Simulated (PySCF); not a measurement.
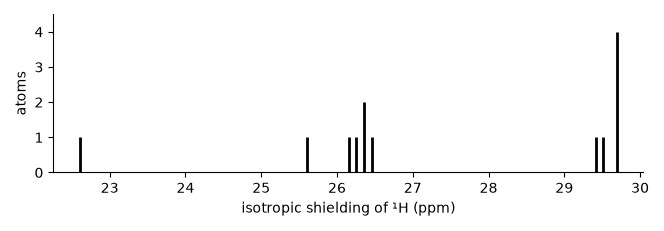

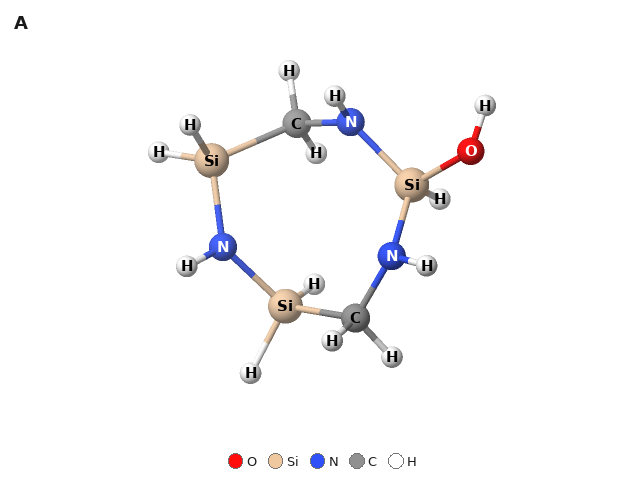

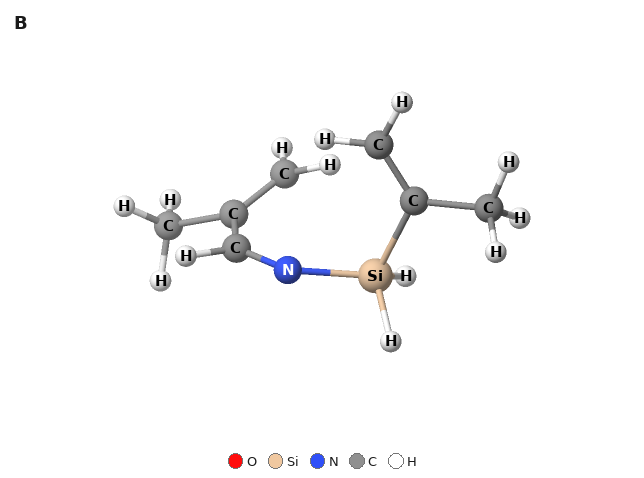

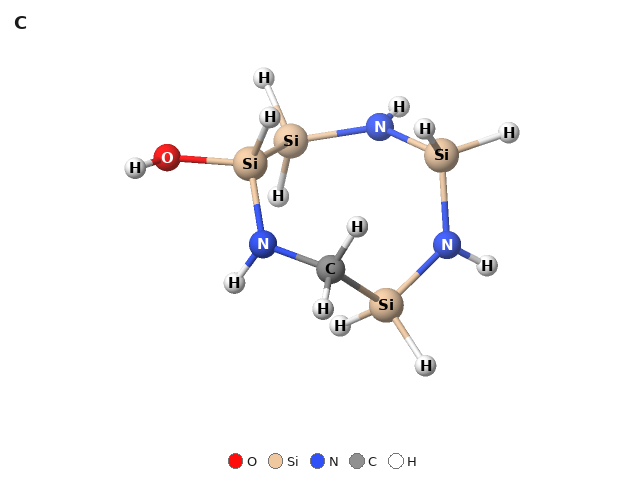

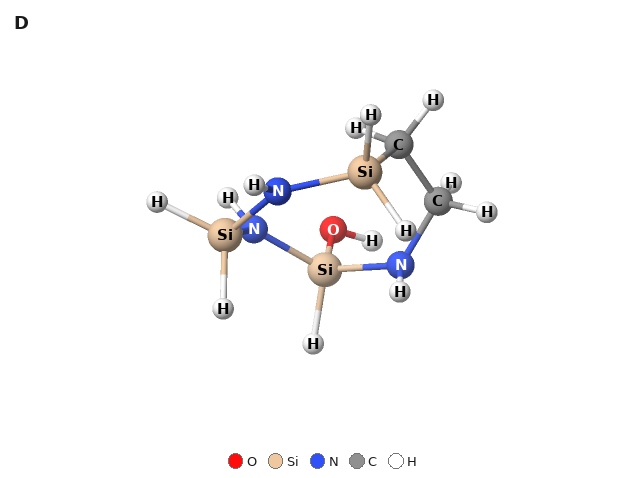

The sticks are computed shieldings of one of the molecules, for one fixed geometry (GFN2-xTB) without averaging over rotations. Low shielding means a high chemical shift. Method: GIAO PBE0/pcSseg-1 NMR shielding, non-relativistic, gas phase (PySCF 2.14.0).

> Which molecule gives this pattern?

B, `C=C(C)/C=N\[SiH2]C(=C)C`. Its 13 H atoms give lines at 22.61, 25.61, 26.16, 26.25, 26.36 (2 atoms), 26.46, 29.42, 29.51, 29.69 (4 atoms) ppm.

The geometry is semi-empirical. Around Si such bond lengths and angles can be off by a tenth of an ångström or more and by several degrees, and values that hang on the shape move with them.
